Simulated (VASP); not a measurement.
Band structure of CsBr (space group Pm-3m). Computed with LDA (Ceperley-Alder, Perdew-Zunger), VASP's LDA PAW potentials (set 64) (plane waves; VASP).

Unless said otherwise, spin-orbit coupling is left out, though it shifts the bands of the heavy elements here.

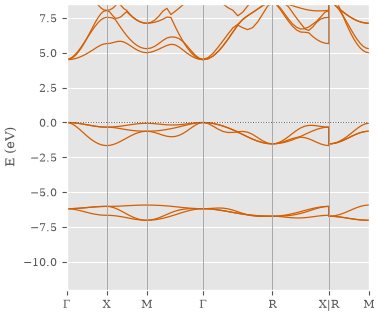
*Bands along high-symmetry lines, zero at the valence-band maximum or, without a gap, the Fermi level*

**Question.** Read the plot: is there a gap, and where are the band edges?

**Answer.** The gap is direct, 4.51 eV, from the valence maximum at Γ to the conduction minimum at Γ. (Edges off the drawn lines would not show.)

The structure comes from a computed database's CsBr entry (Pm-3m); how it stands against other phases isn't given here. It was relaxed first, which changed the volume by -12 %.
